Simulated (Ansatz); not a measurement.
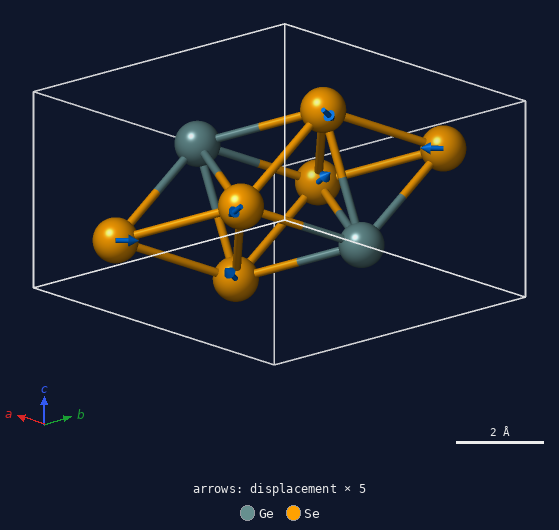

This is a relaxation of solid GeSe₃ (built on the Ni3Sn (D0_19)_194 type) (coarse preliminary run). The starting structure is drawn; blue arrows show the displacements (the part carried along by the change of the cell is left out), 5 times their true length.

The picture is a ball-and-stick view of the cell of the calculation, seen from a free direction.

Case: Ni3Sn (D0_19) type (P6_3/mmc, No. 194).

Computed with DFT PBE, scalar-relativistic, plane waves, PAW (Ansatz). Set-up: plane-wave cutoff 420 eV; k-point mesh 3 × 3 × 4; occupations gaussian; smearing width 0.1 eV; no spin polarisation; cell and atoms relaxed; force threshold 0.04 eV/Å; at most 70 steps.

> What happened in the run?

The largest moves relative to the cell, 0.11 Å, are those of Se atoms. Ge stays in place. Cell: a = b 6.546 → 6.052 Å (−7.5 %), c 5.254 → 5.302 Å (+0.9 %). Volume −13.7 %. Some distances before and after: Se–Se 3.267 → 2.833 Å, Ge–Se 3.273 → 3.028 Å, Ge–Se 3.234 → 3.115 Å, Se–Se 3.280 → 3.219 Å. The space group stays P6_3/mmc (No. 194). After 5 accepted moves (6 points after the start) the energy has fallen by 1.150 eV per cell of the calculation. Largest force component: 0.52 eV/Å at the start, 0.022 eV/Å at the end. The pressure goes from −7.39 to −0.10 GPa. At 1 point the geometry stayed and the basis and grid were re-selected for the new cell (energy shift of 2.5 meV per cell of the calculation at most each time).
